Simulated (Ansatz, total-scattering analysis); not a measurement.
# water and urea: neutron diffraction with isotope substitution

Two samples of water and urea (24 H2O and 4 urea; N 7.7, C 3.9, O 26.9, H 61.5 atom %; 370 K, fixed volume (mean pressure 0.7 GPa); ρ₀ = 0.1024 Å⁻³) differ only in the isotope of H: D (b = 6.6681 fm) and H (b = -3.7395 fm). Other lengths: N 9.36, C 6.6472, O 5.8037 fm. The data are simulated by ab initio molecular dynamics with Ansatz (revPBE-D3(BJ), plane waves, PAW default files, Langevin thermostat, no spin, fixed volume, H with the mass of D). The average runs over 0.46 ps of 104 atoms, so shells between rare elements are rough. Mean temperature 388 K, largest m.s.d. 0.78 Å², energy drift -4 meV an atom (last third less first, no steady trend), Langevin friction 10 ps⁻¹; the first quarter of the run is discarded. Preparation: last frame of a classical run of this cell, a melt at this density, then 0.4 ps at 370 K with a cheaper basis and a friction of 10 ps⁻¹ (mean temperature of the first stage 382 K), too short to forget the start in full. So short a stretch relaxes bonds and nearest shells but still remembers its start. It is a liquid as far as so short a run tells. The partials come from the cell's reciprocal vectors below 4 Å⁻¹ and from g(r) above; absorption, incoherent and inelastic scattering are left out. F(Q) = Σ ci cj bi bj (Sij − 1), in barn per steradian and atom:

```csv
Q (Å⁻¹),2H,1H,difference
0.9,-0.316,-0.136,-0.180
1.2,-0.228,-0.162,-0.066
1.5,-0.092,-0.143,0.051
1.8,0.296,-0.131,0.427
2.1,0.328,-0.120,0.447
2.4,0.200,-0.129,0.328
2.7,-0.024,-0.072,0.048
3.0,-0.082,0.006,-0.088
3.3,-0.080,0.044,-0.124
3.6,-0.047,0.015,-0.061
3.9,-0.062,0.000,-0.062
4.2,-0.088,0.002,-0.090
4.5,-0.100,0.029,-0.129
4.8,-0.099,0.059,-0.158
5.1,-0.094,0.082,-0.176
5.4,-0.079,0.090,-0.169
5.7,-0.046,0.075,-0.121
6.0,-0.003,0.041,-0.043
6.3,0.030,0.005,0.025
6.6,0.036,-0.018,0.054
6.9,0.026,-0.032,0.058
7.2,0.023,-0.044,0.067
7.5,0.037,-0.054,0.090
7.8,0.053,-0.057,0.110
8.1,0.060,-0.051,0.111
8.4,0.059,-0.038,0.096
8.7,0.052,-0.019,0.071
9.0,0.037,-0.002,0.039
9.3,0.015,0.008,0.007
9.6,-0.005,0.013,-0.018
9.9,-0.018,0.014,-0.033
10.2,-0.031,0.016,-0.046
10.5,-0.043,0.019,-0.062
10.8,-0.051,0.024,-0.075
```

The first difference in real space, ΔG(r), in barn (from the pair functions, so without the broadening of a finite Q range):

```tsv
r (Å)	first difference G(r)
0.50	-0.439
0.58	-0.439
0.66	-0.439
0.74	-0.439
0.82	-0.439
0.90	-0.138
0.98	5.658
1.06	1.602
1.14	-0.420
1.22	-0.439
1.30	-0.439
1.38	-0.432
1.46	-0.318
1.54	-0.107
1.62	-0.134
1.70	-0.128
1.78	-0.165
1.86	-0.185
1.94	-0.157
2.02	0.005
2.10	-0.029
2.18	-0.145
2.26	-0.195
2.34	-0.190
2.42	-0.145
2.50	-0.135
2.58	-0.140
2.66	-0.170
2.74	-0.175
2.82	-0.121
2.90	-0.085
2.98	-0.025
3.06	0.047
3.14	0.123
3.22	0.164
3.30	0.106
3.38	0.072
3.46	0.099
3.54	0.075
```

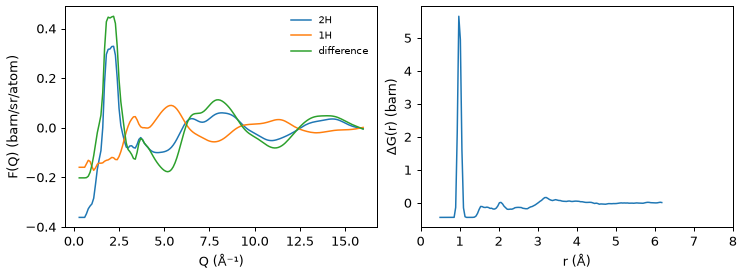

**Question.** Which pairs survive in the difference, and what is the first shell of H?

Pairs without H cancel. ΔG(r) = Σ W [g(r) − 1] with W = 2 c(H) c(j) b(j) Δb, and c(H)² (b₁² − b₂²) for H–H: H–N 0.0922, H–C 0.0328, H–O 0.2001, H–H 0.1154 barn. At small r, ΔG → −ΣW = -0.441; in this finite cell the H–H term carries (N − 1)/N with N = 64 atoms of H, which gives -0.439.

The first feature holds O–H (0.98 Å, 0.8 neighbours by the coordinates) and N–H (1.02 Å, 0.2 neighbours by the coordinates) together, so its area gives only their weighted sum.

Shells of H from the coordinates: O–H at 0.98 Å, 0.8 neighbours to 1.26 Å; N–H at 1.02 Å, 0.2 neighbours to 1.30 Å; H–H at 1.55 Å, 1.0 neighbours to 1.90 Å; C–H at 2.05 Å, 0.3 neighbours to 2.44 Å (first peaks with a usable minimum only). Counts average over all H, whatever molecule they sit on, and second peaks of a pair (H two bonds away, hydrogen bonds) add features between 1.5 and 2.5 Å that aren't listed. The structure is taken to be the same for both isotopes, which holds least well for H and D.

[Logs are printed without paths, hosts, clocks, repeated set-up lines and the standing remarks that a program may print on its own settings, such as how far it seeks lower states.]
